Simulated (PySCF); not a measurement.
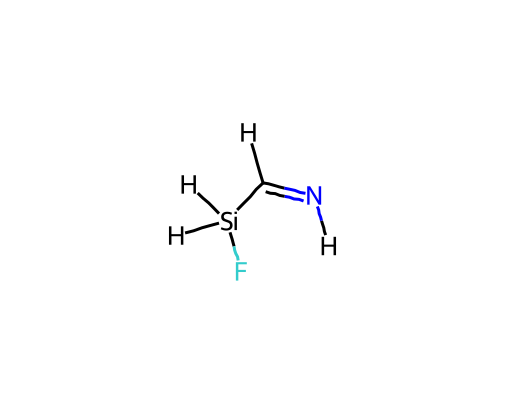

Computed geometry: PBE0-D3(BJ)/def2-SVP optimisation. No frequency run is at hand to confirm it as a minimum. Program: PySCF 2.14.0.

At this fixed geometry, give HOMO–LUMO gap (eV), dipole (D), HOMO energy (eV) at these levels: CAM-B3LYP/def2-SVPD; CAM-B3LYP/def2-SVPD in water (IEF-PCM); PBE/pcSseg-2; PBE0/pcSseg-1; PBE0/pcSseg-1 in water (IEF-PCM).

```
                                 level  HOMO–LUMO gap (eV)  dipole (D)  HOMO energy (eV)
                   CAM-B3LYP/def2-SVPD                8.77        1.52             −9.06
CAM-B3LYP/def2-SVPD in water (IEF-PCM)                8.90        2.01             −8.99
                          PBE/pcSseg-2                3.67        1.38             −6.21
                         PBE0/pcSseg-1                6.26        1.55             −7.57
      PBE0/pcSseg-1 in water (IEF-PCM)                6.37        1.95             −7.49
```
